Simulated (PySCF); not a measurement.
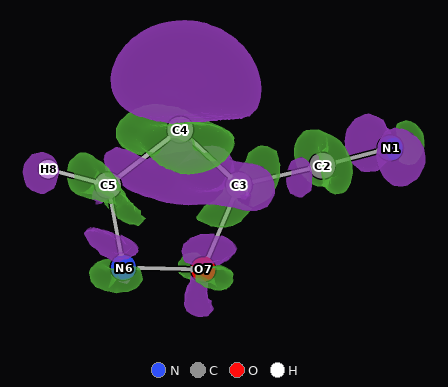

C4HN2O, doublet, SMILES `N#Cc1[c]cno1`. Fukui function f⁺ = ρ(N+1) − ρ(N) at fixed geometry, surfaces at ±0.04 e/Å³ (purple positive, green negative).

Method: HF/6-311G**; geometry: GFN2-xTB; program: PySCF. No frequency check shows the geometry to be a minimum. GFN2-xTB doesn't know the spin state, so this open-shell geometry is rough.

Coordinates in Å:

```
N1      -2.8698   -0.0551    0.0000
C2      -1.7250   -0.0565    0.0000
C3      -0.3203   -0.0966    0.0000
C4       0.5447   -1.1654    0.0000
C5       1.8260   -0.6141    0.0000
N6       1.7198    0.6874    0.0000
O7       0.4145    1.0329    0.0000
H8       2.7816   -1.0934    0.0000
```

Q: On which atoms does the density change most on addition of an electron?

A: f⁺ (Hirshfeld-condensed) is largest on C4 (0.44); the vertical electron affinity is 0.85 eV (to the singlet anion, which needn't be its lowest state; rough: the basis has no diffuse functions). Condensed values hint at sites of nucleophilic attack but needn't mark the atom that reacts. Orbital relaxation makes it negative in places (0.34 e in all).

The PySCF run took 65 s on 1 thread of Arm Neoverse V2, with other jobs on the host, peak memory 0.27 GiB.
